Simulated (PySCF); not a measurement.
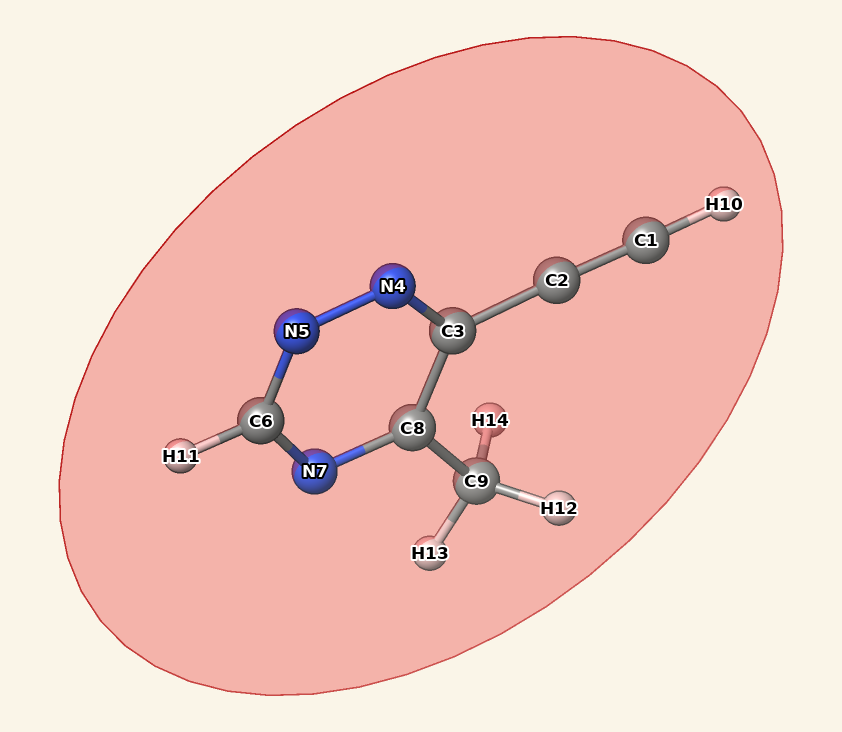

A disc through the centre of mass is drawn in. Depth is shown by fading: the farther an atom, the more it takes the colour of the background. Computed geometry: GFN2-xTB optimisation. No frequency run is at hand to confirm it as a minimum.

> Is the plane of the disc a mirror plane of the structure?

Yes. The reflection leaves C1, C2, C3, N4, N5, C6, N7, C8, C9, H10, H11, H13 in place and moves H12 ↔ H14. The point group is Cs.
